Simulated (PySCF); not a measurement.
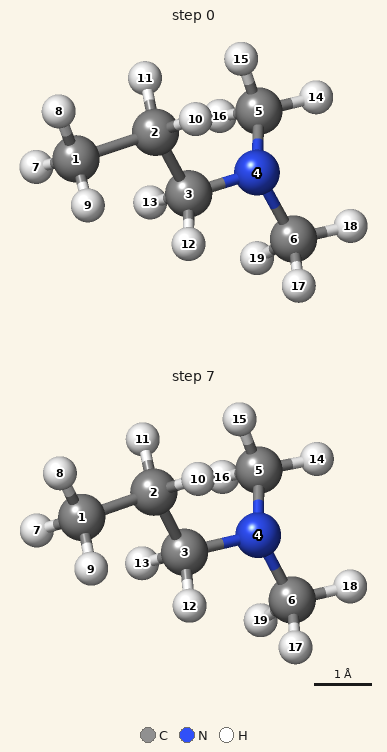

The structure of C5H13N before (top) and after (bottom) a relaxation, at one scale.

Style: ball-and-stick. Shown from a free direction.

The start comes from MMFF94s. Its atoms were then displaced at random by about 0.03 Å.

Method: PBE0-D3(BJ)/def2-SVP geometry optimisation, gas phase in PySCF 2.14.0, density-fitted response routines. 

**What changed between the two?**

The energy falls by 27.2 kcal/mol in 7 geometry steps. H13 moves most after the best rigid fit: 0.14 Å. By element the largest moves are H 0.14 Å, N 0.12 Å, C 0.11 Å. Near-neighbour distances that change, for instance: C3–N4 1.341 → 1.445 Å, N4–C6 1.542 → 1.439 Å, C1–C2 1.621 → 1.520 Å, C1–H9 1.008 → 1.103 Å. Among the angles between lasting bonds that change: C5–N4–C6 103.0° → 111.8°, N4–C3–H12 114.8° → 107.4°, H7–C1–H9 114.6° → 107.4°.
